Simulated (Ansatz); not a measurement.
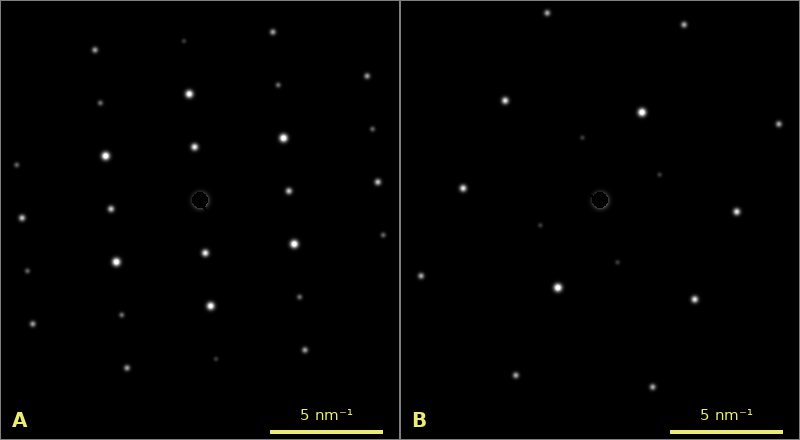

Kinematic electron diffraction patterns (120 kV, B = 0.5 Å², same scale, each along a low-index zone) of two structures of composition AlSi2, each relaxed at zero pressure with DFT PBE, scalar-relativistic, plane waves, PAW (Ansatz).

The structures (standard cells):
1. P4_2/mnm (No. 136), a = 5.191 Å, c = 4.572 Å, 6 atoms; generated start, possibly hypothetical
2. P-4m2 (No. 115), a = 3.515 Å, c = 4.172 Å, 3 atoms; generated start, possibly hypothetical

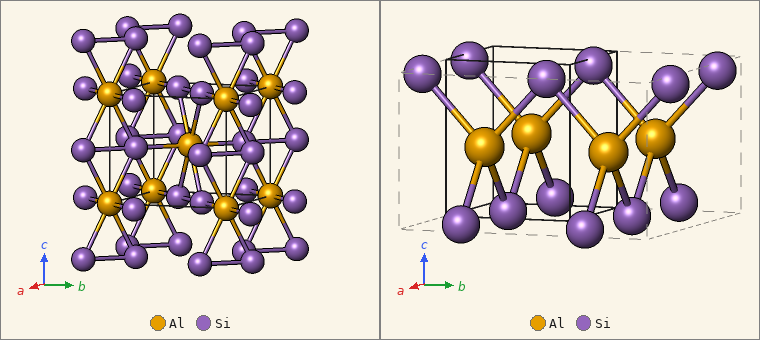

Drawings of the structures 1 to 2, from left to right (each may span several cells).

Which pattern belongs to which structure, and along which zone?

Answer. A is structure 2 along [110] or an equivalent direction: rectangular net of 0 0 1 at d = 4.17 Å and 1 -1 0 at d = 2.49 Å, 90.0° apart (some points of this net are extinct or too weak to see). B is structure 1 along [100] or an equivalent direction: centred rectangular net of 0 1 1 (weak) at d = 3.43 Å and 0 -1 1 (weak) at d = 3.43 Å, 82.7° apart (some points of this net are extinct or too weak to see).

Rank the structures by their computed energy.

Answer. Structure 2 (P-4m2, 17.19 Å³ an atom) is the lowest of these; structure 1 (P4_2/mnm, 20.53 Å³ an atom) lies about 500 meV an atom higher. These are static energies at 0 K; other structures, not shown, may lie lower still.
